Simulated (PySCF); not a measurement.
**C4H10Cl2Si: density, localisation and related maps**

Input

```
{"job": {"kind": "nmr", "xc": "PBE0", "basis": "pcSseg-1"}, "charge": 0, "multiplicity": 1}
C     -1.425443     0.248124    -1.346694
C     -0.448956     0.369662    -0.187478
Si    -1.166256    -0.367414     1.438220
Cl    -0.259913     2.138809     0.160771
C      0.909793    -0.181006    -0.607451
C      1.985835    -0.027736     0.453402
Cl     3.523142    -0.715281    -0.132579
H     -1.593086    -0.803004    -1.574354
H     -1.035518     0.737752    -2.238536
H     -2.380529     0.703682    -1.096868
H     -0.381565     0.106834     2.573321
H     -2.547443     0.093892     1.537924
H     -1.112660    -1.826015     1.321556
H      1.242286     0.320871    -1.521087
H      0.782794    -1.241976    -0.837183
H      2.172255     1.021088     0.681909
H      1.728266    -0.566250     1.365219
```

Run with:

```sh
OMP_NUM_THREADS=1 python probes_run.py task.json out
```

Geometry: GFN2-xTB.

These are results of PySCF 2.14.0, PBE0/pcSseg-1, SCF density, gas phase, non-relativistic, not measurements.

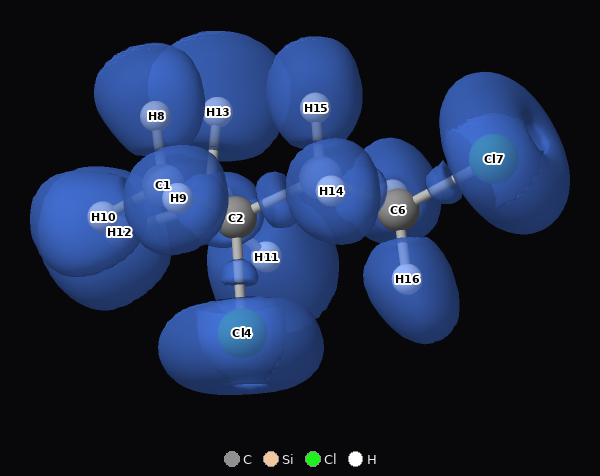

Figure 1. Isosurface of the ELF at 0.8 (blue), seen from one side. Only the valence region is drawn (cores and ρ < 0.01 e/Å³ removed).

Q: Identify the bonds, lone pairs and shells in this picture.

A: The surface consists of three regions between bonded C–C atoms (shared pairs), two regions between bonded C–Cl atoms (shared pairs), one region between bonded C–Si atoms (shared pairs), ten regions around hydrogen nuclei and two rings or bowls of non-bonding electrons around Cl. Along the contacts the grid gives the following. C–C (1.52 Å): the ELF peaks at about 0.95 between the atoms, as expected for a covalent bond. C–Cl (1.78 Å): the ELF peaks at about 0.90 between the atoms, as expected for a covalent bond.

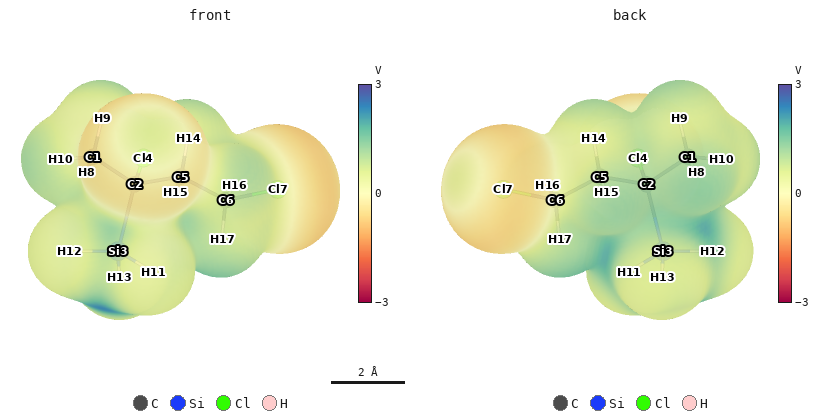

Figure 2. The electrostatic potential painted on the density surface at 0.004 e/bohr³, seen from the front and from behind; red is negative and blue positive.

Q: Which sites attract a positive test charge, and which a negative one?

A: A positive charge is drawn to the negative regions and a negative charge to the positive ones. The most negative region (about −0.7 V) lies over Cl7, the most positive (about +2.0 V) over Si3. Cl4 shows a σ-hole: about +0.5 V at the tip opposite its bond, against about −0.1 V on its flanks. Cl7 shows a σ-hole: about +0.5 V at the tip opposite its bond, against about −0.6 V on its flanks.

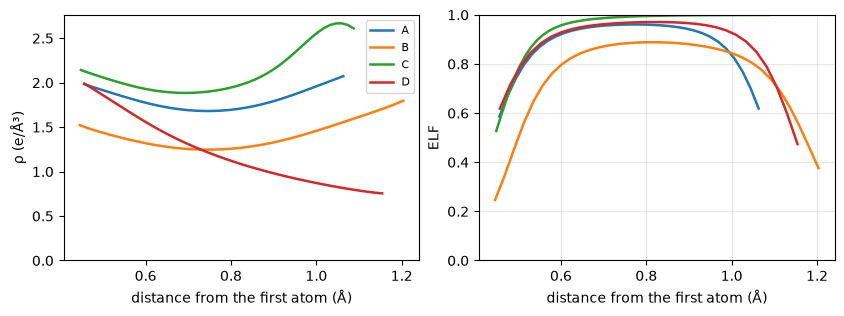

Figure 3. Electron density and ELF along straight lines between neighbouring atoms. The curves leave out the atomic cores.

Q: Which curve belongs to which contact (C–C, C–Cl, C–H and C–Si)? The first atom named is at distance zero.

A: Curve A: C–C (1.52 Å): the density is about 1.7 e/Å³ at the midpoint; the ELF peaks at about 0.95 between the atoms; a shared electron pair. Curve B: C–Cl (1.78 Å): ρ at the midpoint is about 1.3 e/Å³; the ELF peaks at about 0.90 between the atoms; localised, covalent bonding. Curve C: C–H (1.09 Å): ρ at the midpoint is about 2 e/Å³; the ELF climbs to about 1 towards the hydrogen, as it does in any bond to H: a covalent bond by its length. Curve D: C–Si (1.92 Å): the density is about 0.91 e/Å³ at the midpoint; the ELF peaks at about 1 between the atoms: localised, covalent bonding.
